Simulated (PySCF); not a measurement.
## A study: C5H6, SMILES `C1C23CC13C2`

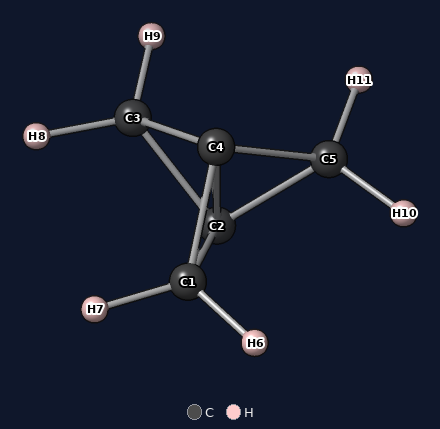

The molecule, with its atoms numbered as below. No frequency check shows the geometry to be a minimum.

Geometry (Å), atoms numbered from 1:

```
C1      -0.3315    1.2366    0.0000
C2       0.0001   -0.0002    0.8003
C3      -0.9054   -0.9052   -0.0000
C4       0.0001    0.0001   -0.8003
C5       1.2367   -0.3312    0.0000
H6       0.3889    2.0454    0.0001
H7      -1.3595    1.5770    0.0001
H8      -1.9658   -0.6860   -0.0001
H9      -0.6860   -1.9659   -0.0001
H10      2.0455    0.3888    0.0001
H11      1.5770   -1.3595   -0.0001
```

## 1. Bonding charge

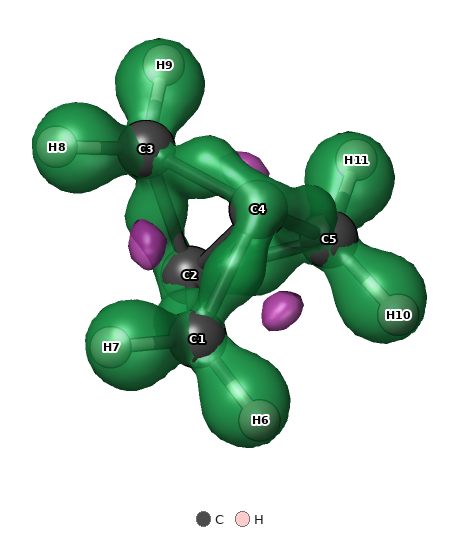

Deformation density (molecule less spherical, spin-averaged free atoms at the same positions), surfaces at ±0.17 e/Å³; green: gain, purple: loss.

Computed with PySCF, B3LYP/def2-SVP, geometry: GFN2-xTB.

Question: How much density has each bond gained at its critical point, relative to the free atoms?

Answer: C1–H7, C3–H8, C5–H10, C1–H6 and 2 more like them: +0.72 e/Å³ at the bond critical point (bond length 1.08 Å, Mayer order 0.9). C2–C5, C4–C5, C2–C3, C1–C4 and 2 more like them: +0.35 e/Å³ at the bond critical point (bond length 1.51 Å, Mayer order 1.1). C2–C4: −0.07 e/Å³ at the bond critical point (bond length 1.60 Å, Mayer order 0.3); up to 0.6 Å beside the axis the gain reaches +0.18 e/Å³. In all, 2.3 electrons gather in the regions of gain relative to the promolecule. A small or negative value marks a very polar bond, one between electron-rich atoms, whose free-atom densities already overlap strongly, a long bond to a heavier atom, or a closed-shell contact such as a hydrogen bond.

Question: Where do the Hirshfeld charges lie?

Answer: The highest Hirshfeld charge is on H6, H7, H8, H9, H10 and H11 (+0.05 e), the lowest on C2 and C4 (−0.06 e).

## 2. Bond critical points

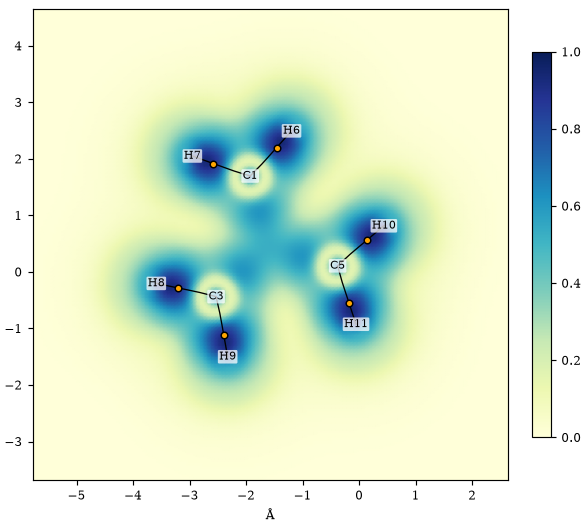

Localised orbital locator (LOL) in a plane through 9 of the atoms, with bond paths and bond critical points (dots).

Question: What values does LOL take at the bond critical points in this plane?

Answer: C1–H7, C3–H8, C5–H10, C1–H6 and 2 more like them: about 0.90. Values above 0.5 mark slow, localised electrons, as in shared pairs; low values at a critical point mark a polar or closed-shell contact whose critical point lies between the shells.

Question: Where along C1–H7 does the critical point lie?

Answer: 0.69 Å from C1 and 0.40 Å from H7.

## 3. Local ionisation energy

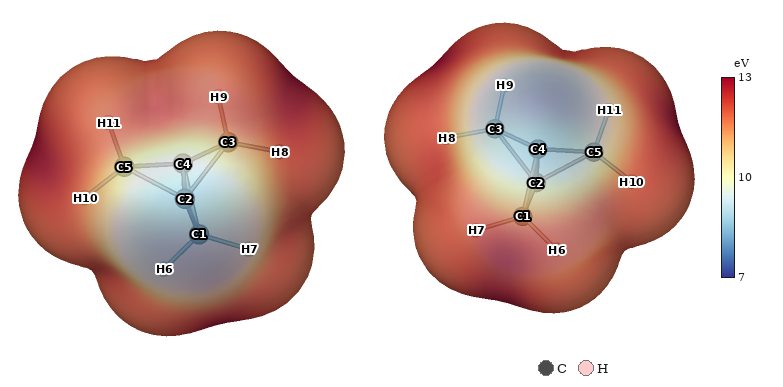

Average local ionisation energy on the surface of electron density 0.001 a.u. (back view left, front view right).

Question: Where are the most loosely bound electrons on this surface?

Answer: The lowest value is 8.0 eV, 2.0 Å from C2, and at like points elsewhere. Further minima include 11.8 eV, 1.4 Å from H11, and at like points elsewhere. For comparison, the highest occupied orbital lies at −7.3 eV.

## 4. Magnetic shielding

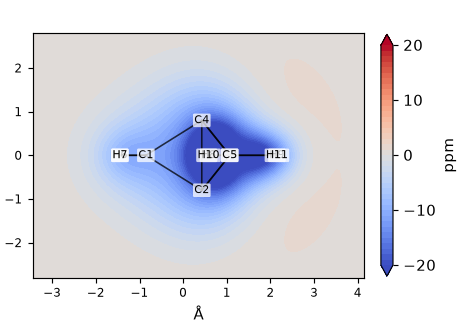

NICSzz (the component normal to the ring) 1.7 Å above the plane of the 3-membered ring C1/C2/C4; GIAO shieldings; atoms are projected onto the map; negative values mean shielding.

Method: BP86/6-31+G*; geometry: GFN2-xTB; program: PySCF.

Question: Is the ring aromatic by this magnetic criterion?

Answer: It is shielded above its centre; its σ bonds alone give such values, so they don't measure π aromaticity: NICS(0) = −58.8, NICS(1) = −13.8, NICS(1)zz = −29.1 ppm.

Question: What absolute proton shieldings does the same calculation give?

Answer: 30.2 ppm for all of them.
